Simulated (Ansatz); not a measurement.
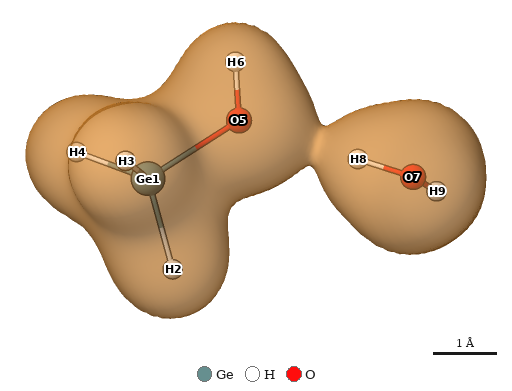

GeH$_{4}$O···H$_{2}$O. Isosurface of the total electron density at 0.1 e/Å³ (orange), seen across its widest extent.

Computed with RHF/def2-SVPD in Ansatz.

Input

```
crystal:
  periodic: [false, false, false]
  atoms:
    - { symbol: Ge, position_ang: [-0.108355, 0.129452, -0.000248] }
    - { symbol: H, position_ang: [0.124328, 0.105396, 1.525138] }
    - { symbol: H, position_ang: [1.20714, 0.150692, -0.766606] }
    - { symbol: H, position_ang: [-1.003072, 1.316851, -0.388717] }
    - { symbol: O, position_ang: [-0.996502, -1.365214, -0.399149] }
    - { symbol: H, position_ang: [-1.862099, -1.267389, -0.762126] }
    - { symbol: O, position_ang: [1.224334, -2.191019, 1.299423] }
    - { symbol: H, position_ang: [0.511912, -2.651004, 0.879277] }
    - { symbol: H, position_ang: [0.807213, -1.591465, 1.934108] }
basis:
  gaussian: { orbitals: def2-SVPD }
hamiltonian:
  xc: hf
relax:
  f_tol: 0.03
  max_steps: 50
output:
  orbitals: {}
```

Launched as:

```sh
ansatz run input.yaml --threads 2 --pin off --max-ram 3072MiB --backend cpu --events-out ev --progress --plain --runs-dir out
```

The fields are those of the run's last geometry, not of the input's.

**What does this surface tell about the bonding?**

At this value the surface is in one piece. It bridges the sampled O···H (2.02 Å), Ge–O (1.79 Å), O–H (0.94 Å) and Ge–H (1.53 Å) contacts, where the density stays above the isovalue. On the grid the lowest density along these lines, outside the cores, is 0.13 e/Å³ (O···H, 2.02 Å), 0.88 e/Å³ (Ge–O, 1.79 Å), 2.6 e/Å³ (O–H, 0.94 Å) and 0.93 e/Å³ (Ge–H, 1.53 Å).
